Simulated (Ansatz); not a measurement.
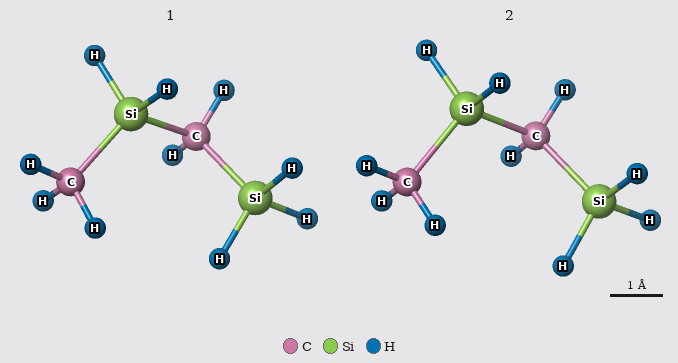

Two geometries of C2H10Si2 (coarse preliminary run), drawn at one scale. One is the start of a relaxation, the other its converged end. The picture is a ball-and-stick view, seen at a tilt.

Theory: Ansatz, RKS PBE-D4/def2-SVP. Settings: force threshold 0.03 eV/Å; at most 200 steps.

### Which geometry has the lower energy?

Structure 2 is the relaxed one. The start comes from a force field. An H atom moves most after the best rigid fit: 0.19 Å. By element the largest moves are H 0.19 Å, Si 0.13 Å, C 0.07 Å. Near-neighbour distances that change, for instance: C–Si 1.819 → 1.890 Å, H–Si 1.442 → 1.507 Å, C–H 1.070 → 1.112 Å, H–Si 1.549 → 1.508 Å. Among the angles between lasting bonds that change: Si–C–Si 107.5° → 115.9°, Si–C–H 113.2° → 108.8°, C–Si–C 114.9° → 111.3°. Over 4 geometry steps the energy falls by 0.340 eV. Largest force component: 1.6 eV/Å at the start, 0.011 eV/Å at the end.
